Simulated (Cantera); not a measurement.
Charge: 1 mol BN, 5.2 mol N2, at 2575 K.

These are equilibrium values from Cantera (NASA tables, ideal gas, pure condensed phases), not measurements of a reactor. Candidate condensed phases: B, BN; 5 gas species. The numbers say what is thermodynamically allowed, not how fast it happens.

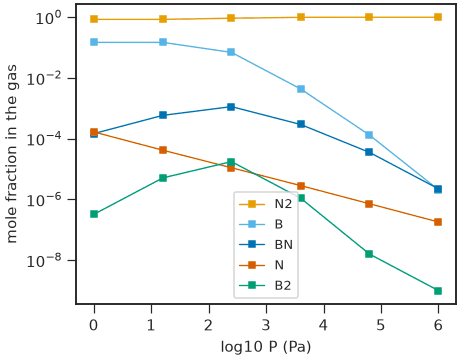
Fig. 1. Equilibrium gas composition (values under 1e-9 drawn at 1e-9)

**Question.** Read off the mole fractions at 0.0400 bar.

**Answer.** N2 about 1.00, B about 0.0044, BN about 0.00029, N about 2.9e-6, B2 about 1.1e-6.
